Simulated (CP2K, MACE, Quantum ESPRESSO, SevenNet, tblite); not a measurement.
# Predicting plane-wave site energies from CP2K double zeta, PBE: a vacancy of O in random cubic perovskite-type alloy of BaTiO3 and PbTiO3 (40 atoms)

The cell holds 40 atoms: 4 Pb, 8 Ti, 24 O and 4 Ba. Cell: a = 7.970 Å, b = 7.970 Å, c = 7.970 Å, α = 90.0°, β = 90.0°, γ = 90.0°. It derives from BaTiO3 (cubic perovskite-type), repeated 2×2×2. Cubic perovskite-type BaTiO3, 2 x 2 x 2 conventional cells, 4 of 8 Ba sites given to Pb at random (x = 0.500), lattice by Vegard's rule (cell 3.985, 3.985, 3.985, 90, 90, 90); not relaxed, displaced by a Gaussian of 0.02 Å. Then the atoms were relaxed with SevenNet 0 in the fixed cell.

Calculated with Quantum ESPRESSO 7.5: PBE; plane waves, SSSP efficiency, 60/480 Ry; k-points Γ. The cheaper level is PBE; DZVP-MOLOPT-SR, GTH-PBE potentials, 800 Ry; k-points Γ. Each row is one cell with a vacancy of O, relaxed with SevenNet 0; both levels solve the same cells, and energies are counted from site O9 at each level.

| energy from CP2K double zeta, PBE (eV) | energy from plane waves (eV) | site |
| --- | --- | --- |
| 0.000 | 0 | O9 |
| 0.062 | 0.05045 | O33 |
| 0.065 | ? | ? |
| 0.115 | 0.1004 | O28 |
| 0.210 | 0.1822 | O15 |

Task: Fit a straight line to the rows given and interpolate to the withheld row.

Worked fit:

Take u as the energy from CP2K double zeta, PBE and v as that from plane waves.

```
   u (eV)     v (eV)
        0          0
0.0620100  0.0504450
 0.115387   0.100442
 0.210311   0.182219
```

With n = 4: mean u = 0.0969270, mean v = 0.0832765, Σ(u − ū)² = 0.023811, Σ(u − ū)(v − v̄) = 0.020753. Slope b = 0.020753 / 0.023811 = 0.87160; intercept a = v̄ − b ū = -0.0012053.

At the withheld site u = 0.06503, and v = a + b u.

Prediction at 0.065: 0.05547 eV. The run gave 0.06214 eV, so the fit is low by 0.0067 eV (11 % of the value).

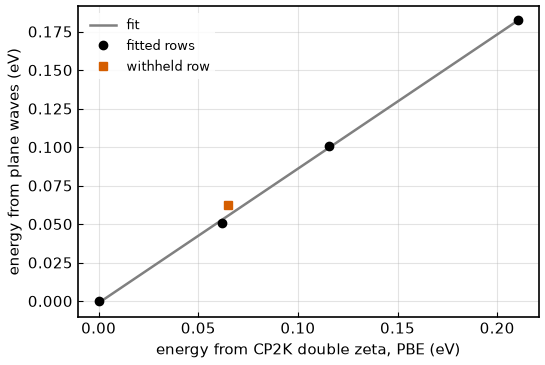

The fit, the rows that it rests on and the withheld row.

The slope of 0.87 says that CP2K double zeta, PBE spreads the sites about as widely as plane waves do. Taken as it stands, without the line, its value misses the withheld site by 0.0029 eV. Among the rows given, the largest miss of the fit is at 0.062, by 0.0024 eV (1.3 % of the range of the table).

Limits: Few sites, one cell. The geometries are those of SevenNet 0, not of DFT.

[Logs are printed without paths, hosts, clocks, repeated set-up lines and the standing remarks that a program may print on its own settings, such as how far it seeks lower states.]

[Hosts, paths, dates, database ids (printed as entryN), source tags and the programs' standing remarks are cut or masked in the printed files.]
